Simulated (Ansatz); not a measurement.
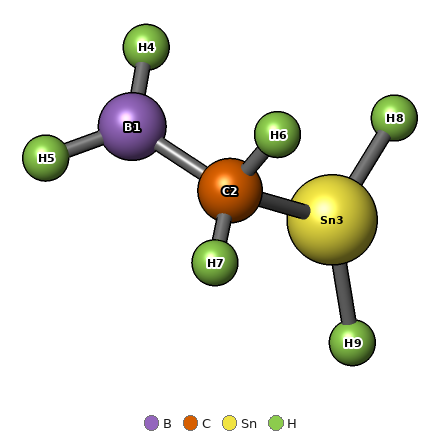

The system is CH₆BSn, SMILES B[CH2][SnH2+], charge +1; the picture shows the grid point nearest to the relaxed geometry. 
- Two internal coordinates are moved rigidly from the geometry relaxed at PBE0-D4/def2-TZVP, all others fixed.
- The first coordinate is: bond C2–Sn3; the second: angle H7–C2–H6.
- The scan uses a 7 × 7 grid.
- All energies are given in kcal/mol relative to the lowest grid point.
- Theory: RKS PBE-D4/def2-TZVPP (Ansatz).

Its coordinates:

| atom | x (Å) | y (Å) | z (Å) |
| --- | --- | --- | --- |
| B | -0.6351 | 0.4449 | -1.2743 |
| C | 0.4638 | 0.6239 | -0.1676 |
| Sn | 0.1828 | -0.8295 | 1.3247 |
| H | -0.7903 | -0.6300 | -1.7733 |
| H | -1.3102 | 1.3712 | -1.5896 |
| H | 1.4084 | 0.2774 | -0.6226 |
| H | 0.5771 | 1.6118 | 0.2745 |
| H | 0.4043 | -2.4656 | 0.9551 |
| H | -0.3049 | -0.4246 | 2.8942 |

Range: bond C2–Sn3 from 1.841 to 2.929 Å; angle H7–C2–H6 from 93.3 to 129.3°.

Question: What will the energy surface look like?

Answer: The lowest grid point is at bond C2–Sn3 = 2.102 Å, angle H7–C2–H6 = 111.3°. No other kind of well shows on this grid. The highest grid point, bond C2–Sn3 = 2.929 Å, angle H7–C2–H6 = 93.3°, lies 43.6 kcal/mol above the lowest. Round the minimum the two coordinates are weakly coupled (coupling −0.05 in units of the two stiffnesses).

| angle H7–C2–H6 ↓, bond C2–Sn3 → | 1.841 | 1.947 | 2.102 | 2.283 | 2.483 | 2.699 | 2.929 |
| --- | --- | --- | --- | --- | --- | --- | --- |
| 129.3 | 24.8 | 11.6 | 5.3 | 8.3 | 17.0 | 27.8 | 38.9 |
| 123.3 | 21.3 | 8.4 | 2.4 | 5.6 | 14.6 | 25.8 | 37.1 |
| 117.3 | 19.2 | 6.4 | 0.6 | 4.1 | 13.3 | 24.7 | 36.3 |
| 111.3 | 18.2 | 5.6 | 0.0 | 3.7 | 13.1 | 24.7 | 36.5 |
| 105.3 | 18.5 | 6.0 | 0.6 | 4.5 | 14.1 | 25.8 | 37.7 |
| 99.3 | 20.1 | 7.7 | 2.4 | 6.4 | 16.2 | 28.1 | 40.1 |
| 93.3 | 22.9 | 10.6 | 5.4 | 9.6 | 19.4 | 31.4 | 43.6 |

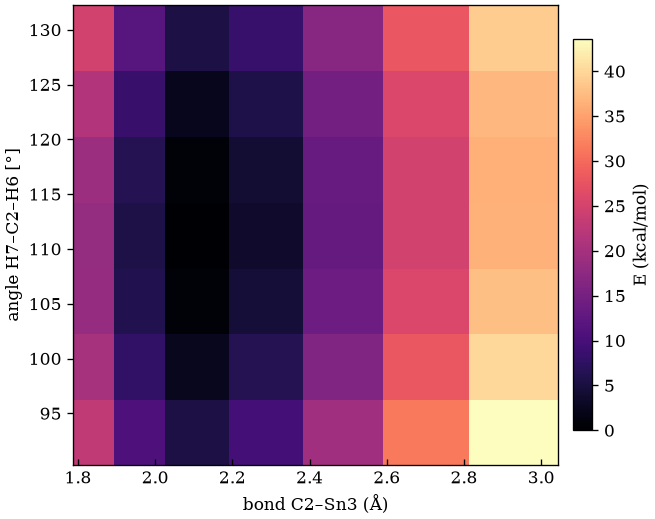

Drawn: one coloured cell a grid point.
